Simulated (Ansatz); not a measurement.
## C₃H₈O₂: frequency calculation

System: C₃H₈O₂ (1,3-propanediol).
Method: HF/3-21G, RHF (Ansatz 0.2.0).

The geometry was optimised with HF/3-21G. Figures and captions count atoms from 1; the log counts them from 0 in places.

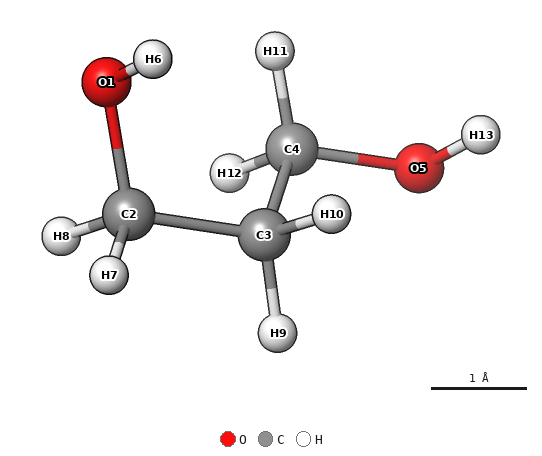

**Figure 1.** The structure (ball-and-stick view, seen at a tilt; atoms are numbered from 1 in the order of the input).

**Results in brief**

- outcome: converged
- total energy: −266.473405 hartree
- basis functions: 61
- largest force: 0.001 eV/Å
- zero-point energy: 0.121268 hartree
- dipole moment: 2.91 D
- wavenumbers, lowest and highest: 112 and 3862 cm⁻¹
- hardware: 1 thread of Arm Neoverse V2, 24 GiB of memory available, shared host
- wall time: 42 s
- peak memory: 0.1 GiB

**Input file**
```yaml
crystal:
  periodic: [false, false, false]
  atoms:
    - symbol: O
      position_ang: [-1.696635, -0.050168, 1.085183]
    - symbol: C
      position_ang: [-0.292170, -0.263029, 1.358645]
    - symbol: C
      position_ang: [0.578558, 0.250116, 0.211264]
    - symbol: C
      position_ang: [0.171984, -0.401507, -1.112695]
    - symbol: O
      position_ang: [0.993112, 0.057526, -2.207523]
    - symbol: H
      position_ang: [-1.908113, 0.891569, 1.138430]
    - symbol: H
      position_ang: [-0.001757, 0.196644, 2.296930]
    - symbol: H
      position_ang: [-0.182036, -1.332348, 1.459386]
    - symbol: H
      position_ang: [1.621367, 0.035042, 0.410194]
    - symbol: H
      position_ang: [0.475981, 1.330237, 0.129528]
    - symbol: H
      position_ang: [-0.879366, -0.224429, -1.293007]
    - symbol: H
      position_ang: [0.330250, -1.468287, -1.060280]
    - symbol: H
      position_ang: [0.788787, 0.978644, -2.416035]
basis:
  gaussian:
    orbitals: 3-21G.json
hamiltonian:
  xc: hf
phonons:
  temperatures:
    t_min: 298.15
    t_max: 298.15
    t_step: 1
```

Command:
```bash
ansatz run run.yaml --threads 1 --pin off --max-ram 3480MiB --events-out events.jsonl --progress --plain --runs-dir runs
```

**What the program printed**
```
Functional definition: HF
  name "HF"
  exchange = exact_x
  correlation = 0
769 factors; integrals over basis functions are off by at most 4.9e-4 eV
mean field evaluation 1: about -7248.0918 eV, gradient 3.5e1 eV
mean field evaluation 2: about -7248.4079 eV, gradient 3.6e1 eV
mean field evaluation 4: about -7251.0838 eV, gradient 2.9e0 eV
mean field evaluation 8: about -7251.1107 eV, gradient 8.1e-5 eV
mean field -7251.11074842 eV, -266.4734050252 hartree, gradient 2.1e-5 eV, S^2 0.000000; 0 other end points of the search recorded, 0 dependent functions left out
the calculation of the forces begins
reference -7251.11074842 eV, -266.4734050252 hartree; 21, 21 occupied and 40, 40 virtual orbitals, 769 factors
these checks for a lower state are left out or cut short: stability, starts, cluster_reference, orbital_swaps, neighbouring_geometries, increment
769 factors; integrals over basis functions are off by at most 4.9e-4 eV
mean field evaluation 16: about -7251.1106 eV, gradient 9.5e-3 eV
mean field -7251.11063013 eV, -266.4734006780 hartree, gradient 2.8e-6 eV, S^2 0.000000; 0 other end points of the search recorded, 0 dependent functions left out
[... from here on the field's lines of each further geometry are left out, up to the last ...]
the calculation of the forces begins
reference -7251.11072894 eV, -266.4734043092 hartree; 21, 21 occupied and 40, 40 virtual orbitals, 769 factors
these checks for a lower state are left out or cut short: stability, starts, cluster_reference, orbital_swaps, neighbouring_geometries, increment
769 factors; integrals over basis functions are off by at most 4.9e-4 eV
mean field -7251.11072993 eV, -266.4734043456 hartree, gradient 2.8e-6 eV, S^2 0.000000; 0 other end points of the search recorded, 0 dependent functions left out
the calculation of the forces begins
reference -7251.11072993 eV, -266.4734043456 hartree; 21, 21 occupied and 40, 40 virtual orbitals, 769 factors
Total energy: -7251.11074842 eV, -266.4734050252 hartree
Atom 0 at    -1.696635    -0.050168     1.085183 Å, force     0.000172    -0.000750    -0.000066 eV/Å
Atom 1 at    -0.292170    -0.263029     1.358645 Å, force    -0.000359    -0.000172     0.000384 eV/Å
Atom 2 at     0.578558     0.250116     0.211264 Å, force     0.000481     0.000129     0.000646 eV/Å
Atom 3 at     0.171984    -0.401507    -1.112695 Å, force    -0.000144    -0.000095    -0.001269 eV/Å
Atom 4 at     0.993112     0.057526    -2.207523 Å, force    -0.000186    -0.000370     0.000603 eV/Å
Atom 5 at    -1.908113     0.891569     1.138430 Å, force     0.000000     0.000342    -0.000008 eV/Å
Atom 6 at    -0.001757     0.196644     2.296930 Å, force     0.000186     0.000189    -0.000082 eV/Å
Atom 7 at    -0.182036    -1.332348     1.459386 Å, force     0.000033     0.000218    -0.000064 eV/Å
Atom 8 at     1.621367     0.035042     0.410194 Å, force    -0.000168     0.000006    -0.000119 eV/Å
Atom 9 at     0.475981     1.330237     0.129528 Å, force    -0.000029    -0.000056    -0.000020 eV/Å
Atom 10 at    -0.879366    -0.224429    -1.293007 Å, force    -0.000045     0.000023    -0.000038 eV/Å
Atom 11 at     0.330250    -1.468287    -1.060280 Å, force    -0.000131     0.000252     0.000254 eV/Å
Atom 12 at     0.788787     0.978644    -2.416035 Å, force     0.000188     0.000284    -0.000220 eV/Å
Dipole moment:    -0.009704     0.513663     0.319836 e Å
Vibrations: 111.82 169.06 264.85 314.79 357.69 376.51 563.70 854.68 929.02 976.76 1108.79 1125.81 1135.49 1164.70 1223.76 1362.65 1428.44 1479.02 1493.24 1507.68 1531.96 1553.33 1651.43 1683.35 1692.90 3179.18 3204.62 3239.51 3253.37 3278.66 3292.51 3859.47 3861.65 cm⁻¹, zero-point energy 3.299864 eV
```

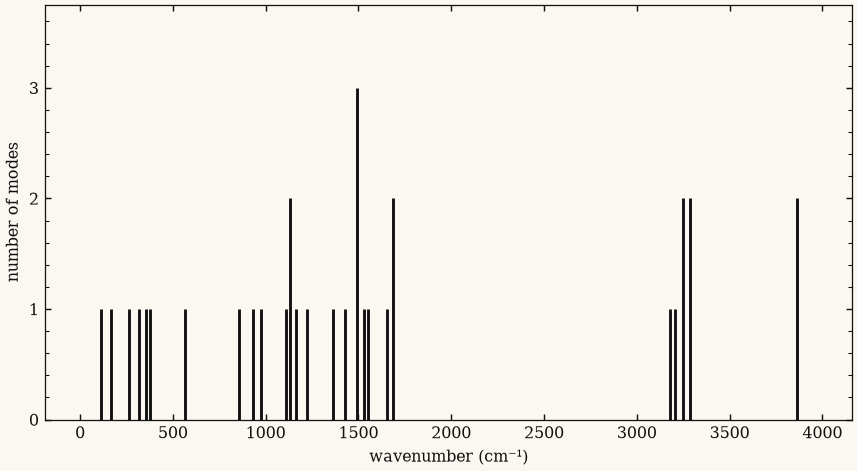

**Figure 2.** Harmonic vibrational wavenumbers from the force constants; neighbouring modes closer than 17 cm⁻¹ are counted in one stick. 33 modes from 112 to 3862 cm⁻¹, none imaginary.

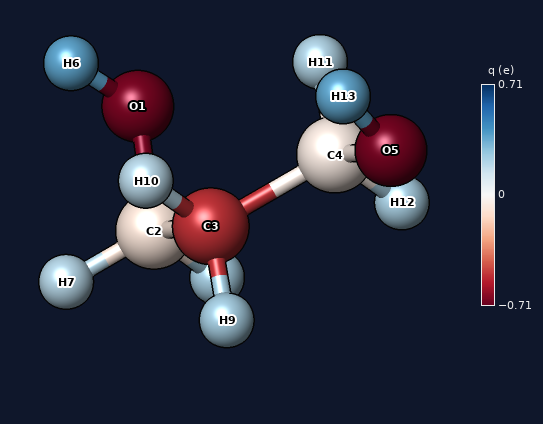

**Figure 3.** Mulliken charges, as the colour of each atom (ball-and-stick view, seen at a tilt; atoms are numbered from 1 in the order of the input; Mulliken charges depend strongly on the basis). By element: O −0.68, C −0.51 to −0.06 and H +0.19 to +0.37 e.
